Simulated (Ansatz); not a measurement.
Consider C$_{4}$H$_{7}$FSSi.

```xyz
14

C    -0.5842    1.9917   -0.7417
C     0.4694    1.9582   -1.5846
C     2.2248    2.5631    0.5008
C     1.4027    1.6977    1.4491
F    -1.2757    0.6818    1.6849
S     2.1748    2.0509   -1.2429
Si   -0.4220    1.9435    1.0972
H    -0.9748    3.1463    1.7849
H    -1.5742    1.9449   -1.2103
H     0.3136    1.8583   -2.6669
H     3.2978    2.5395    0.7471
H     1.9106    3.6212    0.5411
H     1.6566    0.6326    1.3152
H     1.6402    1.9579    2.4937
```

Geometry: PBE0-D3(BJ)/def2-SVP.

Method: isolated molecule in a Gaussian basis; Kohn-Sham density functional theory, functional PBE0 (Ansatz 0.2.0).

Question: What will maps of the electron density and electron localisation function show?

Answer: C–C (1.35 Å): ρ is about 2.2 e/Å³ halfway; the ELF peaks at about 0.90 between the atoms: a covalent bond.
C–S (1.74 Å): the density is about 1.4 e/Å³ at the midpoint; the ELF peaks at about 0.90 between the atoms: localised, covalent bonding.
C–Si (1.85 Å): the density is about 1 e/Å³ at the midpoint; the ELF peaks at about 0.95 between the atoms: a shared electron pair.
C–H (1.10 Å): ρ at the midpoint is about 1.9 e/Å³; the ELF climbs to about 1 towards the hydrogen, as it does in any bond to H; a covalent bond by its length.

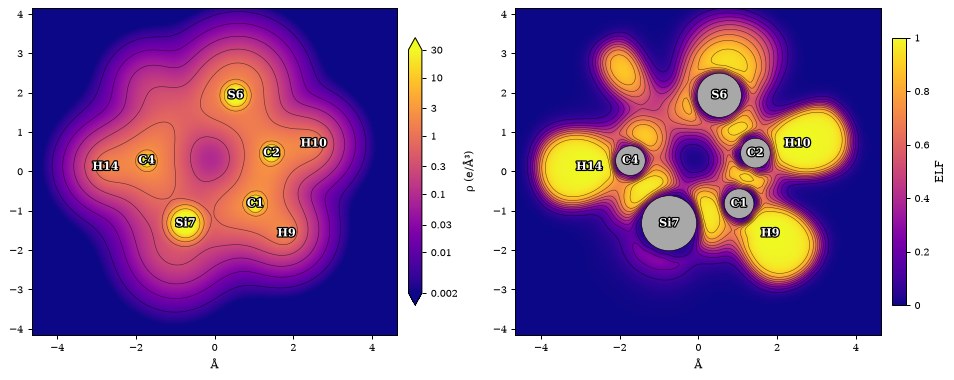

Computed electron density and electron localisation function on the plane of atoms C2, C1 and Si7, in this order. Grey discs cover the atomic cores in the ELF map. 
